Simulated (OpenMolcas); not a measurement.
## Run report: BF₂, single-point calculation (part 1 of 2)

System: BF₂, multiplicity 2, SMILES F[B]F.
Method: ROMP2/def2-TZVP, ROHF (OpenMolcas 26.06).

The geometry comes from this level: PBE0-D4/def2-TZVP.

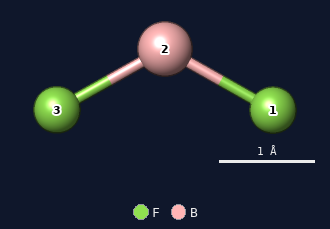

Figure 1. The input geometry (ball-and-stick view, seen on its broad side; atoms are numbered from 1 in the order of the input). Bond lengths as drawn: B–F 1.31 Å.

### Input
```
>>> EXPORT MOLCAS_PRINT=2
&GATEWAY
BASLIB = $CurrDir
COORD
3
bohr
F      0.96961847    -1.97344099     0.30235618
B      0.52723359     0.45447913     0.34260735
F     -1.51726111     1.39631863    -0.67009688
BASIS = def2-TZVP
GROUP = NoSym
&SEWARD
&SCF
UHF
SPIN = 2
PRORBITALS = 1 1
&RASSCF
FILEORB = $Project.UnaOrb
SPIN = 2
NACTEL = 1 0 0
INACTIVE = 11
RAS2 = 1
OUTORBITALS = Canonical
ORBLISTING = Nothing
&CASPT2
IPEA = 0.0
FROZEN = 4
```

Run as:
```bash
export MOLCAS_MEM=1860
pymolcas job.inp > job.log
```

### Log
```
--- Start Module: gateway ---

                                              &GATEWAY

                       available to each process: 1.9 GB of memory, 1 thread

 Basis Set     1 Label: F.DEF2-TZVP
 Basis set is read from library:.
 basistype.tbl is not found

 Basis Set     2 Label: B.DEF2-TZVP
 Basis set is read from library:.
 basistype.tbl is not found

 Basis Set     3 Label: F.DEF2-TZVP
 Basis set is read from library:.
 basistype.tbl is not found

++    Symmetry information:
      ---------------------

                    Character Table for C1

                             E
                    a        1  x, y, xy, Rz, z, xz, Ry, yz, Rx, I
--

++    Basis set information:
      ----------------------

      Basis set label: F.DEF2-TZVP.........

      Electronic valence basis set:
      ------------------
      Associated Effective Charge   9.000000 au
      Associated Actual Charge      9.000000 au
      Nuclear Model: Point charge

      Shell  nPrim  nBasis  Cartesian Spherical Contaminant
         s      11       5        X
         p       6       3        X
         d       2       2                 X
         f       1       1                 X

      Basis set label: B.DEF2-TZVP.........

      Electronic valence basis set:
      ------------------
      Associated Effective Charge   5.000000 au
      Associated Actual Charge      5.000000 au
      Nuclear Model: Point charge

      Shell  nPrim  nBasis  Cartesian Spherical Contaminant
         s      11       5        X
         p       6       3        X
         d       2       2                 X
         f       1       1                 X

      Basis set label: F.DEF2-TZVP.........

      Electronic valence basis set:
      ------------------
      Associated Effective Charge   9.000000 au
      Associated Actual Charge      9.000000 au
      Nuclear Model: Point charge

      Shell  nPrim  nBasis  Cartesian Spherical Contaminant
         s      11       5        X
         p       6       3        X
         d       2       2                 X
         f       1       1                 X
--

++    Molecular structure info:
      -------------------------

                    ************************************************
                    **** Cartesian Coordinates / bohr, angstrom ****
                    ************************************************

     Center  Label                x              y              z                     x              y              z
        1      F1               0.969618      -1.973441       0.302356              0.513100      -1.044300       0.160000
        2      B2               0.527234       0.454479       0.342607              0.279000       0.240500       0.181300
        3      F3              -1.517261       1.396319      -0.670097             -0.802900       0.738900      -0.354600

                    ***************************************
                    *    InterNuclear Distances / bohr    *
                    ***************************************

               1 F1            2 B2            3 F3
    1 F1       0.000000
    2 B2       2.468222        0.000000
    3 F3       4.299478        2.468317        0.000000

                    *******************************************
                    *    InterNuclear Distances / angstrom    *
                    *******************************************

               1 F1            2 B2            3 F3
    1 F1       0.000000
    2 B2       1.306127        0.000000
    3 F3       2.275186        1.306177        0.000000

                    **************************************
                    *    Valence Bond Angles / degree    *
                    **************************************
                          Atom centers                 Phi
                      1 F1       2 B2       3 F3       121.14
--

            Nuclear Potential Energy             55.30228435 au

--- Stop Module: gateway /rc=_RC_ALL_IS_WELL_ ---

--- Start Module: seward ---

                                              &SEWARD

                       available to each process: 1.9 GB of memory, 1 thread

               SEWARD will generate:
                  Multipole Moment integrals up to order  2
                  Kinetic Energy integrals
                  Nuclear Attraction integrals (point charge)
                  One-Electron Hamiltonian integrals
                  Velocity integrals
                  Orbital angular momentum around ( -0.0939  -0.1216  -0.0656 )
                  Velocity quadrupole around ( -0.0939  -0.1216  -0.0656 )
                  Two-Electron Repulsion integrals

                   Integrals are discarded if absolute value <: 1.00E-14
                   Integral cutoff threshold is set to       <: 1.00E-16

            Nuclear Potential Energy             55.30228435 au

      Basis set specifications :
      Symmetry species         a
      Basis functions           93

--- Stop Module: seward /rc=_RC_ALL_IS_WELL_ ---
--- Module seward spent 2 seconds ---

--- Start Module: scf ---

                                                &SCF

                       available to each process: 1.9 GB of memory, 1 thread

++    Input section:
      --------------

      Header of the integral files:

      Cartesian coordinates in angstrom:
      -----------------------------------------------------
      No.  Label        X            Y            Z
      -----------------------------------------------------
       1   F1         0.51310000  -1.04430000   0.16000000
       2   B2         0.27900000   0.24050000   0.18130000
       3   F3        -0.80290000   0.73890000  -0.35460000
      -----------------------------------------------------
      Nuclear repulsion energy =   55.30228435
--

++    Orbital specifications:
      -----------------------

      Symmetry species               1
                                     a
      Frozen orbitals                0
      Occupied orbitals alpha       12
      Occupied orbitals beta        11
      Secondary orbitals alpha      81
      Secondary orbitals beta       82
      Deleted orbitals               0
      Total number of orbitals      93
      Number of basis functions     93
--

      Molecular charge                           0.000

++    Optimization specifications:
      ----------------------------

      SCF Algorithm: Conventional USCF
      D(i)-D(i-1) density differences are used
      Number of density matrices in core                 5
      Maximum number of NDDO SCF iterations            400
      Maximum number of HF SCF iterations              400
      Threshold for SCF energy change             1.00E-09
      Threshold for density matrix                1.00E-04
      Threshold for Fock matrix                   1.50E-04
      Threshold for linear dependence             1.00E-09
      Threshold at which DIIS is turned on        1.50E-01
      Maximum depth in the DIIS procedure                5
      Maximum depth in the BFGS Hessian update          30
      Threshold at which QNR/C2DIIS is turned on  7.50E-02
      Threshold for Norm(delta) (QNR/C2DIIS)      1.00E-03
      All orbitals punched on: UHFORB
--

      Input vectors read from INPORB
      Orbital file label: *Guess orbitals

++ Convergence information
                               UHF SCF        iterations: Energy and convergence statistics

Iter     Tot. SCF        One-elec.       Two-elec.     Energy      Max Dij or  Max Fij      DNorm      TNorm      AccCon     Time
         Energy          Energy          Energy        Change      Delta Norm                                                in Sec.
   1  -223.436672078  -420.981726084   142.242769652   0.00E+00    1.80E-01*   1.44E-01*    4.75E+00   1.28E+02   None         0.
   2  -223.692938898  -420.481716206   141.486492954  -2.56E-01*   8.89E-02*   4.73E-02*    1.08E+00   1.28E+02   EDIIS        0.
   3  -223.712852297  -422.038699818   143.023563166  -1.99E-02*   3.27E-02*   2.09E-02*    3.57E-01   1.29E+02   c2DIIS       0.
   4  -223.719473470  -421.257261819   142.235503994  -6.62E-03*   3.62E-02*   6.93E-03*    1.62E-01   1.28E+02   QNRc2DIIS    0.
   5  -223.719927157  -421.362129900   142.339918389  -4.54E-04*   3.03E-02*   3.57E-03*    6.74E-02   1.29E+02   QNRc2DIIS    0.
   6  -223.720056041  -421.299647638   142.277307243  -1.29E-04*   4.55E-03*   1.74E-03*    5.97E-02   1.28E+02   QNRc2DIIS    0.
   7  -223.720068247  -421.313615021   142.291262420  -1.22E-05*   3.66E-03*   4.55E-04*    6.93E-03   1.29E+02   QNRc2DIIS    0.
   8  -223.720071228  -421.315542706   142.293187124  -2.98E-06*   9.78E-04    1.24E-04     5.68E-03   1.29E+02   QNRc2DIIS    0.
   9  -223.720071452  -421.314062193   142.291706387  -2.23E-07*   4.77E-04    4.24E-05     1.31E-03   1.29E+02   QNRc2DIIS    0.
  10  -223.720071488  -421.314347282   142.291991440  -3.60E-08*   9.70E-05    1.21E-05     5.81E-04   1.29E+02   QNRc2DIIS    0.
  11  -223.720071490  -421.314442432   142.292086588  -1.99E-09*   3.22E-05    3.60E-06     1.55E-04   1.29E+02   QNRc2DIIS    0.
  12  -223.720071490  -421.314439510   142.292083666  -2.14E-10    9.41E-06    9.15E-07     4.23E-05   1.29E+02   QNRc2DIIS    0.

       Convergence after  12 Iterations
--

 *****************************************************************************************************************************
 *                                             SCF/KS-DFT Program, Final results                                             *
 *                                                       Final Results                                                       *
 *****************************************************************************************************************************

::    Total SCF energy                               -223.7200714901
      One-electron energy                            -421.3144395103
      Two-electron energy                             142.2920836660
      Nuclear repulsion energy                         55.3022843542
      Kinetic energy (interpolated)                   223.6050092930
      Virial theorem                                    1.0005145779
      Total spin, S(S+1)                                0.7521813028
      Total spin, S                                     0.5010900573
      Max non-diagonal density matrix element           0.0000052468
      Max non-diagonal Fock matrix element              0.0000007524

      All orbitals with orbital energies smaller than  E(LUMO)+0.5 are printed

++    Molecular orbitals:
      -------------------

      Title: UHF orbitals (alpha)

      Molecular orbitals for symmetry species 1: a

          Orbital            1         2         3         4         5         6         7         8         9        10
          Energy          -26.3370  -26.3370   -7.7523   -1.6712   -1.6427   -0.8449   -0.7928   -0.7553   -0.7337   -0.6782
          Occ. No.          1.0000    1.0000    1.0000    1.0000    1.0000    1.0000    1.0000    1.0000    1.0000    1.0000

          Orbital           11        12        13        14        15        16        17        18        19        20
          Energy           -0.6781   -0.4142    0.0927    0.1414    0.1630    0.1753    0.2423    0.4468    0.4947    0.5656
          Occ. No.          1.0000    1.0000    0.0000    0.0000    0.0000    0.0000    0.0000    0.0000    0.0000    0.0000

          Orbital           21        22
          Energy            0.5659    0.5820
          Occ. No.          0.0000    0.0000

--

      All orbitals with orbital energies smaller than  E(LUMO)+0.5 are printed

++    Molecular orbitals:
      -------------------

      Title: UHF orbitals (beta)

      Molecular orbitals for symmetry species 1: a

          Orbital            1         2         3         4         5         6         7         8         9        10
          Energy          -26.3334  -26.3334   -7.7285   -1.6601   -1.6319   -0.8320   -0.7734   -0.7315   -0.7194   -0.6811
          Occ. No.          1.0000    1.0000    1.0000    1.0000    1.0000    1.0000    1.0000    1.0000    1.0000    1.0000

          Orbital           11        12        13        14        15        16        17        18
          Energy           -0.6683    0.0492    0.1254    0.1617    0.1735    0.2515    0.2800    0.4740
          Occ. No.          1.0000    0.0000    0.0000    0.0000    0.0000    0.0000    0.0000    0.0000

--

++    Molecular charges:
      ------------------

      Mulliken charges per centre and basis function type
      ---------------------------------------------------

                            F1                      B2                      F3
                     alpha        beta       alpha        beta       alpha        beta
      1s           1.9610      1.9542      1.6585      1.2001      1.9610      1.9542
      2px          0.9412      0.9372      0.3306      0.1279      0.8557      0.8429
      2pz          0.9270      0.9309      0.1967      0.0958      0.9051      0.9067
      2py          0.8263      0.8107      0.3281      0.1594      0.9338      0.9293
      3d2+         0.0022      0.0022      0.0307      0.0293      0.0016      0.0015
      3d1+         0.0001      0.0001      0.0132      0.0135      0.0016      0.0016
      3d0          0.0007      0.0007      0.0141      0.0124      0.0009      0.0008
      3d1-         0.0016      0.0014      0.0290      0.0252      0.0006      0.0006
      3d2-         0.0018      0.0014      0.0497      0.0317      0.0017      0.0015
      4f3+         0.0001      0.0001      0.0073      0.0082      0.0000      0.0000
      4f2+         0.0000      0.0000      0.0050      0.0053      0.0000      0.0000
      4f1+         0.0000      0.0000      0.0033      0.0034      0.0000      0.0000
      4f0          0.0000      0.0000      0.0019      0.0021      0.0000      0.0000
      4f1-         0.0000      0.0000      0.0014      0.0014      0.0000      0.0000
      4f2-         0.0000      0.0000      0.0019      0.0021      0.0001      0.0000
      4f3-         0.0001      0.0001      0.0043      0.0043      0.0001      0.0001
      Total        4.6622      4.6390      2.6757      1.7220      4.6622      4.6390
      Total              9.3011                  4.3977                  9.3012

      Charge           -0.3011                  0.6023                 -0.3012

      Total electronic charge=   23.000000

      Total            charge=   -0.000000
--

++    Molecular orbitals:
      -------------------

      Title: Natural orbitals

      Molecular orbitals for symmetry species 1: a

          Orbital            1         2         3         4         5         6         7         8         9        10
          Energy          -26.3166  -26.3228   -7.6151   -1.5490   -1.0881   -0.6796   -1.5096   -0.7458   -0.8215   -0.7324
          Occ. No.          2.0000    2.0000    2.0000    2.0000    2.0000    2.0000    2.0000    2.0000    1.9999    1.9996

          Orbital           11        12        13        14        15        16        17        18        19        20
          Energy           -0.7728   -0.1507    0.6421    0.2422    1.1193    1.5236    1.6019    1.1040    1.7246    3.1972
          Occ. No.          1.9995    1.0000    0.0005    0.0004    0.0001    0.0000    0.0000    0.0000    0.0000    0.0000

          Orbital           21        22        23        24        25        26        27        28        29        30
          Energy            5.3671    6.9660    7.1572    0.2482    0.4667    0.6415    0.9005    1.0713    0.7017    1.0808
          Occ. No.          0.0000    0.0000    0.0000    0.0000    0.0000    0.0000    0.0000    0.0000    0.0000    0.0000

          Orbital           31        32        33        34        35        36        37        38        39        40
          Energy            0.7786    1.5479    1.2589    1.1661    1.1060    2.0501    1.8154    2.0707    0.9722    1.5822
          Occ. No.          0.0000    0.0000    0.0000    0.0000    0.0000    0.0000    0.0000    0.0000    0.0000    0.0000
```
